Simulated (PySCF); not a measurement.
# C8H7Cl: the cost of one run

Computed with PySCF 2.14.0 and routines of our own; the level stands in each step. Atoms count from 0.

## 1. The starting structure

16 atoms, charge 0, multiplicity 1; geometry from: GFN2-xTB.

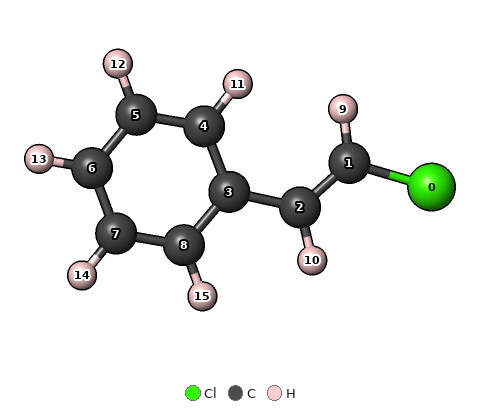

The starting geometry (chlorine green, carbon dark grey, hydrogen pink).

## 2. Optimising the geometry at PBE0-D3(BJ)/def2-SVP

The job: settings as JSON, then the geometry in Å.

```
{"job": {"xc": "PBE0", "basis": "def2-SVP", "d3": "d3bj", "grid": 2, "kind": "geom"}, "charge": 0, "multiplicity": 1}
Cl     4.422730    -0.290333     0.002037
C      2.790399     0.244796    -0.045773
C      1.766189    -0.597086     0.056625
C      0.355943    -0.240535     0.025230
C     -0.101367     1.070772    -0.121383
C     -1.454368     1.347196    -0.145171
C     -2.382218     0.325032    -0.023071
C     -1.944424    -0.980652     0.123164
C     -0.591526    -1.259645     0.146745
H      2.700952     1.311914    -0.165421
H      1.973088    -1.652578     0.174907
H      0.604274     1.880729    -0.217460
H     -1.789681     2.367779    -0.260161
H     -3.439077     0.546313    -0.041405
H     -2.660707    -1.783587     0.219265
H     -0.257804    -2.281172     0.260463
```

On the command line:

```sh
OMP_NUM_THREADS=1 python excited_run.py task.json out
```

This one command runs all jobs of the session in turn.

Q: Estimate the wall time and peak memory of this first job on 1 thread of Arm Neoverse V1, shared host.

About 64 s, with a peak of 0.78 GiB.
